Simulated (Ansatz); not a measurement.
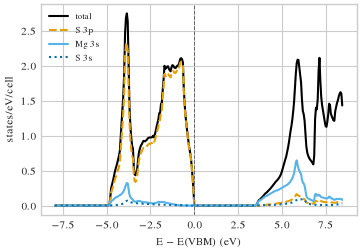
Figure: Total and projected density of states of MgS (rock salt, Fm-3m), r²SCAN (plane waves, PAW; program Ansatz)

Question: Which orbitals carry the states next to the gap?

Answer: Top 1 eV of the valence band: S 3p 98 %. Bottom 1 eV of the conduction band: Mg 3s 74 %, S 3p 6 %, outside the projected shells 16 %. Projections are on Löwdin-orthogonalised atomic valence shells; empty p or d shells of many metals are not among them.

Question: Where is the tallest occupied peak in this window, and what makes it?

Answer: Near -3.8 eV, about 2.7 states/eV per cell; the largest projected share is S 3p.

The r²SCAN relaxation kept the symmetry of its start; phonons on a q-mesh show no instability.

Potentials: the earlier of the program's two PAW sets.
